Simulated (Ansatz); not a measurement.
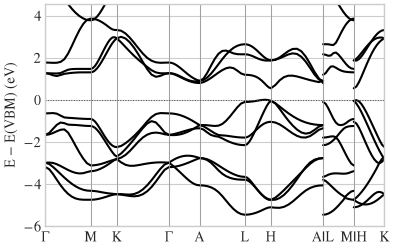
Figure: Band structure from r²SCAN in the plane-wave PAW code Ansatz

Q: Read off the gap and where the band edges lie.

A: About 0.5 eV (0.55 eV by a search for the band edges); maximum on the L–H line, 77 % of the way from L, minimum at H.

The material is Te (trigonal Se type, P3_121).

The r²SCAN relaxation kept the symmetry of its start. A crystal of weakly bound chains computed without a dispersion correction: the cell and the soft elastic constants depend strongly on that. Spin–orbit coupling is left out wherever it is not named.

Potentials: the later of the program's two PAW sets.
